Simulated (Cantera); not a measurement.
Input: 1 mol SiHCl3, 0.81 mol C2H2, 38 mol H2, held at 10.0 mbar.

Equilibrium computed with Cantera from the NASA thermochemical tables; the gas is ideal and each condensed phase is pure. Candidate condensed phases: C, C6H6, C7H8, C8H18, Si, SiC; 109 gas species. The tables' values for SiCl are old estimates; treat these amounts as uncertain. Gases not in the tables: Si2H6 and higher silanes. Equilibrium is a limit: real reactors are often held back by kinetics, nucleation or transport.

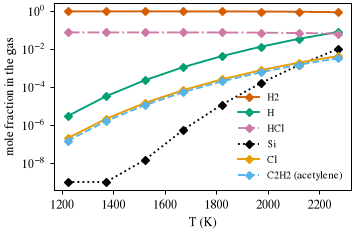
*Equilibrium gas composition (values under 1e-9 drawn at 1e-9)*

Q: Read off the mole fractions at 1223 K.

A: H2 about 0.93, HCl about 0.073, H about 2.9e-6, Cl about 2.0e-7, C2H2 (acetylene) about 1.5e-7.
